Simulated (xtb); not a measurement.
# Run report: BBrF₂, frequency calculation

System: BBrF₂.
Method: GFN2-xTB (xtb 6.7.1 later snapshot).

The geometry was optimised with GFN2-xTB.

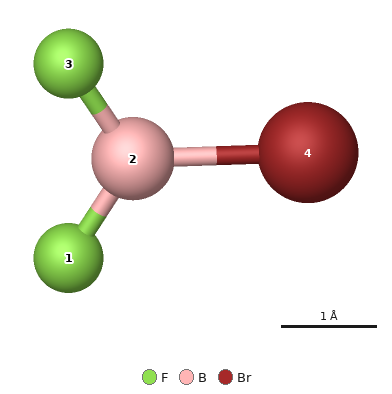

The structure as given in the input (ball-and-stick view, seen at a tilt; atoms are numbered from 1 in the order of the input).

Key numbers

- outcome: converged
- electrons treated: 24
- total energy: −14.910403 hartree
- dispersion energy: −0.001674 hartree
- basis functions: 22
- HOMO: −12.63 eV
- LUMO: −7.50 eV
- zero-point energy: 0.009465 hartree
- dipole moment: 2.52 D
- wavenumbers, lowest and highest: 270 and 1347 cm⁻¹
- hardware: 1 thread of Arm Neoverse N1, 24 GiB of memory available, shared host
- wall time: 0.51 s
- peak memory: 0.077 GiB

Input (start.xyz)
```
4

F     -0.21857500    -1.35200400    -0.10761700
B     -0.10753500    -0.05322300    -0.01879400
F     -1.20275500     0.64854100    -0.14156200
Br     1.52887600     0.75668600     0.26797400
```

Launched with:
```bash
xtb start.xyz -c 0 --ptb --raman --hess | tee start.out
```

Log
```
* xtb version 6.7.1
   ID    Z sym.   atoms
    1    9 F      1, 3
    2    5 B      2
    3   35 Br     4

           -------------------------------------------------
          |                Calculation Setup                |
           -------------------------------------------------

          program call               : xtb start.xyz -c 0 --ptb --raman --hess
          coordinate file            : start.xyz
          omp threads                :                     1

           -------------------------------------------------
          |                 G F N 2 - x T B                 |
           -------------------------------------------------

      * Hamiltonian:
        H0-scaling (s, p, d)           1.850000    2.230000    2.230000
        zeta-weighting                 0.500000
      * Dispersion:
        s8                             2.700000
        a1                             0.520000
        a2                             5.000000
        s9                             5.000000
      * Repulsion:
        kExp                           1.500000    1.000000
        rExp                           1.000000
      * Coulomb:
        alpha                          2.000000
        third order                    shell-resolved
        anisotropic                    true
        a3                             3.000000
        a5                             4.000000
        cn-shift                       1.200000
        cn-exp                         4.000000
        max-rad                        5.000000

          ...................................................
          :                      SETUP                      :
          :.................................................:
          :  # basis functions                  22          :
          :  # atomic orbitals                  21          :
          :  # shells                            9          :
          :  # electrons                        24          :
          :  max. iterations                   250          :
          :  Hamiltonian                  GFN2-xTB          :
          :  restarted?                      false          :
          :  GBSA solvation                  false          :
          :  PC potential                    false          :
          :  electronic temp.          300.0000000     K    :
          :  accuracy                    1.0000000          :
          :  -> integral cutoff          0.2500000E+02      :
          :  -> integral neglect         0.1000000E-07      :
          :  -> SCF convergence          0.1000000E-05 Eh   :
          :  -> wf. convergence          0.1000000E-03 e    :
          :  Broyden damping             0.4000000          :
          :  net charge                          0          :
          :  unpaired electrons                  0          :
          ...................................................

 iter      E             dE          RMSdq      gap      omega  full diag
   1    -14.7590172 -0.147590E+02  0.105E+01    7.86       0.0  T
   2    -14.9210763 -0.162059E+00  0.774E+00    4.20       1.0  T
   3    -14.9440718 -0.229955E-01  0.425E+00    5.35       1.0  T
   4    -14.9481735 -0.410170E-02  0.219E+00    4.66       1.0  T
   5    -14.9535585 -0.538503E-02  0.120E+00    5.33       1.0  T
   6    -14.9554665 -0.190800E-02  0.702E-01    5.21       1.0  T
   7    -14.9557501 -0.283539E-03  0.407E-01    5.00       1.0  T
   8    -14.9560955 -0.345417E-03  0.150E-01    5.10       1.0  T
   9    -14.9561235 -0.279526E-04  0.529E-02    5.11       1.0  T
  10    -14.9561276 -0.418950E-05  0.102E-02    5.12       4.9  T
  11    -14.9561279 -0.307387E-06  0.176E-03    5.12      28.3  T
  12    -14.9561280 -0.164478E-08  0.669E-04    5.13      74.8  T
  13    -14.9561280 -0.938160E-09  0.169E-04    5.12     295.7  T

   *** convergence criteria satisfied after 13 iterations ***

         #    Occupation            Energy/Eh            Energy/eV
      -------------------------------------------------------------
         1        2.0000           -0.8828419             -24.0233
       ...           ...                  ...                  ...
         6        2.0000           -0.5990238             -16.3003
         7        2.0000           -0.5948538             -16.1868
         8        2.0000           -0.5641129             -15.3503
         9        2.0000           -0.5563941             -15.1403
        10        2.0000           -0.5179335             -14.0937
        11        2.0000           -0.4741636             -12.9026
        12        2.0000           -0.4640702             -12.6280 (HOMO)
        13                         -0.2757377              -7.5032 (LUMO)
        14                         -0.1260904              -3.4311
        15                         -0.0045070              -0.1226
        16                         -0.0032440              -0.0883
        17                         -0.0032147              -0.0875
       ...                                ...                  ...
        21                          0.8241583              22.4265
      -------------------------------------------------------------
                  HL-Gap            0.1883325 Eh            5.1248 eV
             Fermi-level           -0.3699040 Eh          -10.0656 eV

 SCC (total)                   0 d,  0 h,  0 min,  0.004 sec
 SCC setup                      ...        0 min,  0.000 sec (  4.415%)
 Dispersion                     ...        0 min,  0.000 sec (  0.750%)
 classical contributions        ...        0 min,  0.000 sec (  0.159%)
 integral evaluation            ...        0 min,  0.001 sec ( 13.701%)
 iterations                     ...        0 min,  0.003 sec ( 59.123%)
 molecular gradient             ...        0 min,  0.001 sec ( 19.015%)
 printout                       ...        0 min,  0.000 sec (  2.116%)

         :::::::::::::::::::::::::::::::::::::::::::::::::::::
         ::                     SUMMARY                     ::
         :::::::::::::::::::::::::::::::::::::::::::::::::::::
         :: total energy             -14.910403410143 Eh    ::
         :: gradient norm              0.000023462491 Eh/a0 ::
         :: HOMO-LUMO gap              5.124788029863 eV    ::
         ::.................................................::
         :: SCC energy               -14.956127895640 Eh    ::
         :: -> isotropic ES            0.062545597018 Eh    ::
         :: -> anisotropic ES         -0.002011268388 Eh    ::
         :: -> anisotropic XC         -0.022108437803 Eh    ::
         :: -> dispersion             -0.001673928784 Eh    ::
         :: repulsion energy           0.045724485497 Eh    ::
         :: add. restraining           0.000000000000 Eh    ::
         :: total charge               0.000000000000 e     ::
         :::::::::::::::::::::::::::::::::::::::::::::::::::::

           -------------------------------------------------
          |                Numerical Hessian                |
           -------------------------------------------------
step length          :   0.00500
SCC accuracy         :   0.30000
Hessian scale factor :   1.00000
frozen atoms in %    :   0.00000    0
RMS gradient         :   0.00002
estimated CPU  time      0.00 min
Hessian matrix computed using GFN2-xTB.

           -------------------------------------------------
          |                      P T B                      |
           -------------------------------------------------

                              @@@ @

Calculating vibrational intensities using PTB ...
estimated CPU  time      0.01 min
... done.

writing file <hessian>, containing the non-mass-weighted Hessian matrix in atomic units (Eₕ/Bohr²).

 projected vibrational frequencies (cm⁻¹)
eigval :       -0.00    -0.00     0.00     0.00     0.00     0.00
eigval :      269.93   324.22   447.35   595.26  1170.42  1347.42
           -------------------------------------------------
          |                Property Printout                |
           -------------------------------------------------

    * Orbital Energies and Occupations

         #    Occupation            Energy/Eh            Energy/eV
      -------------------------------------------------------------
         1        2.0000           -0.8828412             -24.0233
         2        2.0000           -0.8773538             -23.8740
         3        2.0000           -0.8716917             -23.7199
         4        2.0000           -0.6217696             -16.9192
         5        2.0000           -0.6039594             -16.4346
         6        2.0000           -0.5990232             -16.3003
         7        2.0000           -0.5948532             -16.1868
         8        2.0000           -0.5641125             -15.3503
         9        2.0000           -0.5563937             -15.1402
        10        2.0000           -0.5179332             -14.0937
        11        2.0000           -0.4741638             -12.9027
        12        2.0000           -0.4640705             -12.6280 (HOMO)
        13                         -0.2757362              -7.5032 (LUMO)
        14                         -0.1260903              -3.4311
        15                         -0.0045074              -0.1227
        16                         -0.0032446              -0.0883
        17                         -0.0032153              -0.0875
        18                          0.0544011               1.4803
        19                          0.3815239              10.3818
        20                          0.5483067              14.9202
        21                          0.8241588              22.4265
      -------------------------------------------------------------
                  HL-Gap            0.1883343 Eh            5.1248 eV
             Fermi-level           -0.3699034 Eh          -10.0656 eV

     #   Z          covCN         q      C6AA      α(0)
     1   9          0.756    -0.241    11.671     4.035
     2   5          2.294     0.593    21.519     9.140
     3   9          0.756    -0.241    11.671     4.035
     4  35          0.918    -0.111   187.984    22.106

 Mol. C6AA /au·bohr⁶  :        618.879614
 Mol. C8AA /au·bohr⁸  :      27260.422875
 Mol. α(0) /au        :         39.316247

Wiberg/Mayer (AO) data.
largest (>0.10) Wiberg bond orders for each atom
Molecule has the following symmetry elements: (C2) 2*(sigma)
It seems to be the C2v point group

 ---------------------------------------------------------------------------
     #   Z sym  total        # sym  WBO       # sym  WBO       # sym  WBO
 ---------------------------------------------------------------------------
     1   9      1.199 --     2      1.102
     2   5      3.323 --     4      1.119     1      1.102     3      1.102
     3   9      1.199 --     2      1.102
     4  35      1.204 --     2      1.119
 ---------------------------------------------------------------------------

Topologies differ in total number of bonds
Writing topology from bond orders to xtbtopo.mol

molecular dipole:
                 x           y           z       tot (Debye)
 q only:        0.208       0.103       0.036
   full:       -0.877      -0.434      -0.154       2.518
molecular quadrupole (traceless):
                xx          xy          yy          xz          yz          zz
 q only:       -1.080      -0.041      -1.036      -0.486      -0.186       2.115
  q+dip:       -6.941      -4.613       0.066      -2.358      -1.083       6.875
   full:       -6.842      -4.155      -0.540      -2.393      -1.078       7.382

           -------------------------------------------------
          |               Frequency Printout                |
           -------------------------------------------------
 projected vibrational frequencies (cm⁻¹)
eigval :       -0.00    -0.00     0.00     0.00     0.00     0.00
eigval :      269.93   324.22   447.35   595.26  1170.42  1347.42
 reduced masses (amu)
    1:     33.41    2:     18.99    3:     17.84    4:     39.95    5:     19.54    6:     73.32
    7:     18.19    8:     24.26    9:     11.55   10:     16.92   11:     12.68   12:     12.26
 IR intensities (km·mol⁻¹)
    1:      0.04    2:      0.00    3:      0.07    4:      0.02    5:      0.03    6:      0.04
    7:      3.42    8:      5.88    9:     47.98   10:     45.46   11:    453.30   12:    341.73
 Raman intensities (Ä⁴*amu⁻¹)
    1:      0.09    2:      0.09    3:      0.28    4:      0.06    5:      0.06    6:      0.16
    7:      0.74    8:      0.99    9:      1.23   10:      9.34   11:      3.37   12:      0.00
 output can be read by thermo (or use thermo option).
 writing <g98.out> molden fake output.
 recommended (thermochemical) frequency scaling factor: 1.0
           -------------------------------------------------
          |             Thermodynamic Functions             |
           -------------------------------------------------

c2v symmetry found (for desy threshold:  0.10E+00) used in thermo

          ...................................................
          :                      SETUP                      :
          :.................................................:
          :  # frequencies                           6      :
          :  # imaginary freq.                       0      :
          :  linear?                             false      :
          :  only rotor calc.                    false      :
          :  symmetry                              c2v      :
          :  rotational number                       2      :
          :  scaling factor                  1.0000000      :
          :  rotor cutoff                   50.0000000 cm⁻¹ :
          :  imag. cutoff                  -20.0000000 cm⁻¹ :
          :.................................................:

    mode    ω/cm⁻¹     T·S(HO)/kcal·mol⁻¹    T·S(FR)/kcal·mol⁻¹   T·S(vib)
   ------------------------------------------------------------------------
       1    269.93    -0.47604 ( 99.88%)    -0.55692 (  0.12%)    -0.47614
   ------------------------------------------------------------------------

   temp. (K)  partition function   enthalpy   heat capacity  entropy
                                   cal/mol     cal/K/mol   cal/K/mol   J/K/mol
 298.15  VIB   2.09                  819.902      6.114      4.217
         ROT  0.519E+05              888.727      2.981     24.554
         INT  0.108E+06             1708.629      9.095     28.771
         TR   0.447E+26             1481.212      4.968     40.470
         TOT                        3189.8415    14.0631    69.2414   289.7062

       T/K    H(0)-H(T)+PV         H(T)/Eh          T*S/Eh         G(T)/Eh
   ------------------------------------------------------------------------
    298.15    0.508334E-02    0.145482E-01    0.328988E-01   -0.183506E-01
   ------------------------------------------------------------------------

         :::::::::::::::::::::::::::::::::::::::::::::::::::::
         ::                  THERMODYNAMIC                  ::
         :::::::::::::::::::::::::::::::::::::::::::::::::::::
         :: total free energy         -14.928754042173 Eh   ::
         ::.................................................::
         :: total energy              -14.910403410219 Eh   ::
         :: zero point energy           0.009464872231 Eh   ::
         :: G(RRHO) w/o ZPVE           -0.027815504185 Eh   ::
         :: G(RRHO) contrib.           -0.018350631954 Eh   ::
         :::::::::::::::::::::::::::::::::::::::::::::::::::::

           -------------------------------------------------
          | TOTAL ENERGY              -14.910403410219 Eh   |
          | TOTAL ENTHALPY            -14.895855201981 Eh   |
          | TOTAL FREE ENERGY         -14.928754042173 Eh   |
          | GRADIENT NORM               0.000024028637 Eh/α |
          | HOMO-LUMO GAP               5.124836743312 eV   |
           -------------------------------------------------

------------------------------------------------------------------------
------------------------------------------------------------------------
 total:
 *  cpu-time:     0 d,  0 h,  0 min,  0.490 sec
 * ratio c/w:     0.991 speedup
 SCF:
 *  cpu-time:     0 d,  0 h,  0 min,  0.004 sec
 * ratio c/w:     0.973 speedup
 analytical hessian:
 *  cpu-time:     0 d,  0 h,  0 min,  0.475 sec
 * ratio c/w:     0.991 speedup
```

File vibspectrum
```
$vibrational spectrum
#  mode     symmetry     wave number   IR intensity   Raman activity   Raman scatt. cross-section   selection rules
#                           (cm⁻¹)      (km*mol⁻¹)      (Å⁴*amu⁻¹)             (Å²*sr⁻¹)              IR     RAMAN
     1                      -0.00         0.00000         0.00000             0.00000E+00              -       -
     2                      -0.00         0.00000         0.00000             0.00000E+00              -       -
     3                       0.00         0.00000         0.00000             0.00000E+00              -       -
     4                       0.00         0.00000         0.00000             0.00000E+00              -       -
     5                       0.00         0.00000         0.00000             0.00000E+00              -       -
     6                       0.00         0.00000         0.00000             0.00000E+00              -       -
     7        a            269.93         3.42394         0.74112             0.29699E-14             YES     YES
     8        a            324.22         5.88498         0.98544             0.29931E-14             YES     YES
     9        a            447.35        47.97936         1.22825             0.23557E-14             YES     YES
    10        a            595.26        45.46307         9.33742             0.12229E-13             YES     YES
    11        a           1170.42       453.30050         3.36589             0.18751E-14             YES     YES
    12        a           1347.42       341.72552         0.00336             0.15629E-17             YES     NO
$end
```

Standard error
```
normal termination of xtb
```

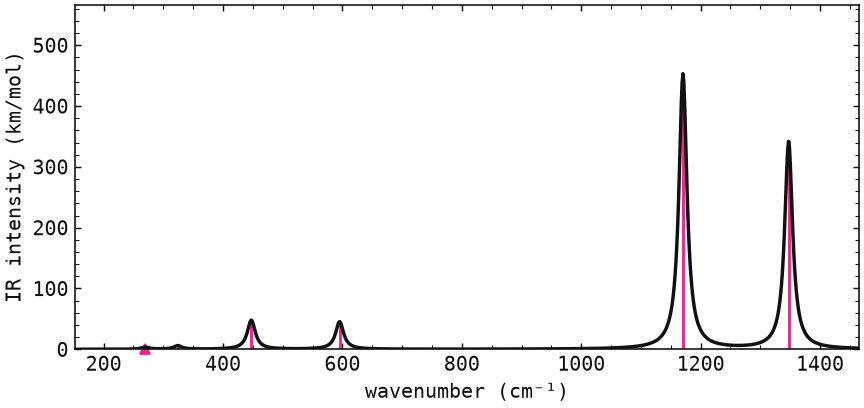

Harmonic infrared spectrum, unscaled: sticks (degenerate modes added up, dark ones marked on the axis) with a Lorentzian envelope of 16 cm⁻¹ full width, scaled to the tallest stick. 6 modes from 270 to 1347 cm⁻¹, none imaginary. The strongest line is at 1170 cm⁻¹ (453 km/mol). All modes, in cm⁻¹ (km/mol): 270 (3.4), 324 (5.9), 447 (48), 595 (45), 1170 (453), 1347 (342).

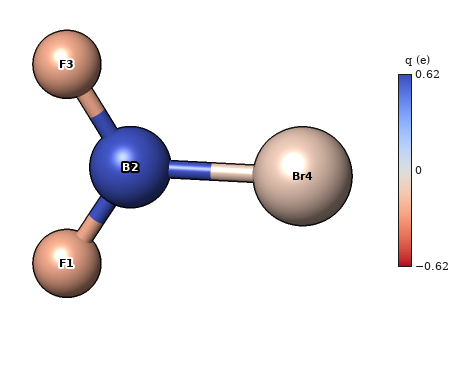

Mulliken charges, as the colour of each atom (ball-and-stick view, seen at a tilt; atoms are numbered from 1 in the order of the input). By element: F −0.24, B +0.59 and Br −0.11 e.
